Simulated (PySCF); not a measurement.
## Electronic structure of C5H11Cl2FSi in real space

```yaml
atoms:
  - { symbol: C, position_ang: [0.2990, 1.7651, 0.4159] }
  - { symbol: C, position_ang: [-0.1543, 0.3071, 0.4008] }
  - { symbol: C, position_ang: [-1.5873, 0.2473, -0.1576] }
  - { symbol: C, position_ang: [-2.1658, -1.1506, -0.2605] }
  - { symbol: Cl, position_ang: [-2.0981, -2.0007, 1.3030] }
  - { symbol: Cl, position_ang: [-3.8660, -1.0622, -0.7863] }
  - { symbol: C, position_ang: [0.8088, -0.5711, -0.3986] }
  - { symbol: F, position_ang: [0.6806, -0.2736, -1.7560] }
  - { symbol: Si, position_ang: [2.6759, -0.4356, 0.0581] }
  - { symbol: H, position_ang: [0.4242, 2.1282, -0.6014] }
  - { symbol: H, position_ang: [-0.4395, 2.3875, 0.9156] }
  - { symbol: H, position_ang: [1.2453, 1.8662, 0.9415] }
  - { symbol: H, position_ang: [-0.1566, -0.0815, 1.4237] }
  - { symbol: H, position_ang: [-2.2371, 0.8510, 0.4793] }
  - { symbol: H, position_ang: [-1.5947, 0.6800, -1.1611] }
  - { symbol: H, position_ang: [-1.6475, -1.7744, -0.9898] }
  - { symbol: H, position_ang: [0.4930, -1.6177, -0.3111] }
  - { symbol: H, position_ang: [3.3445, -1.5879, -0.5428] }
  - { symbol: H, position_ang: [3.2069, 0.8073, -0.4936] }
  - { symbol: H, position_ang: [2.7635, -0.4740, 1.5177] }
```

Geometry: GFN2-xTB.

Level of theory: PBE0/pcSseg-1, SCF density, gas phase, non-relativistic (PySCF).

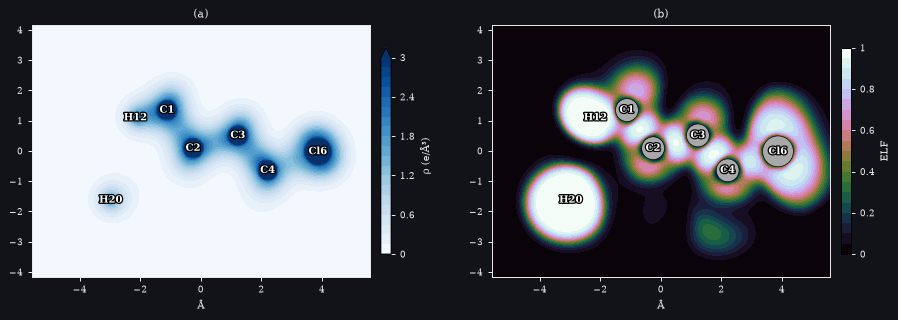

Figure 1. (a) electron density; (b) ELF on the plane of atoms C2, C3 and C4. Grey discs cover the atomic cores in the ELF map.

Read the bonding off the picture.

Atoms in the plane: C, Cl and H. C–C (1.52 Å): ρ at the midpoint is about 1.7 e/Å³; the ELF peaks at about 0.95 between the atoms, as expected for a shared electron pair. C–Cl (1.78 Å): ρ is about 1.3 e/Å³ halfway; the ELF peaks at about 0.90 between the atoms, as expected for a covalent bond. C–H (1.09 Å): the density is about 2 e/Å³ at the midpoint; the ELF climbs to about 1 towards the hydrogen, as it does in any bond to H: a covalent bond by its length. The ELF also peaks beside Cl6, away from the bonds: lone-pair regions.

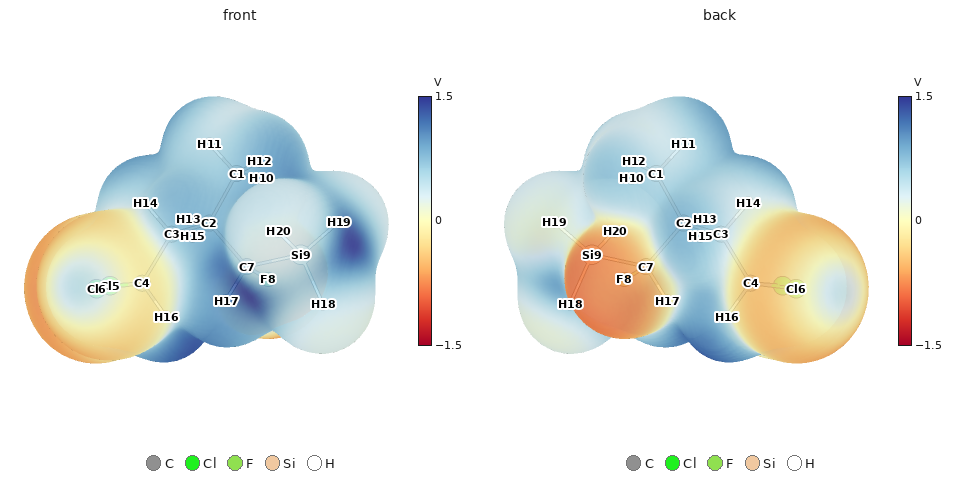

Figure 2. The molecular electrostatic potential painted on the density surface at 0.002 e/bohr³, seen from the front and from behind; the colour scale runs from red (negative) to blue (positive).

Describe the electrostatic potential map.

The most negative region (about −0.8 V, or −18 kcal/mol for a unit charge) lies over F8, the most positive (about +1.4 V, or +32 kcal/mol for a unit charge) over Si9. Cl5 shows a σ-hole: about +0.5 V, or +12 kcal/mol for a unit charge at the tip opposite its bond, against about −0.2 V on its flanks. Cl6 shows a σ-hole: about +0.4 V, or +9 kcal/mol for a unit charge at the tip opposite its bond, against about −0.5 V, or −12 kcal/mol for a unit charge on its flanks.

What dipole moment does the calculation give?

Its dipole moment is 2.21 D.
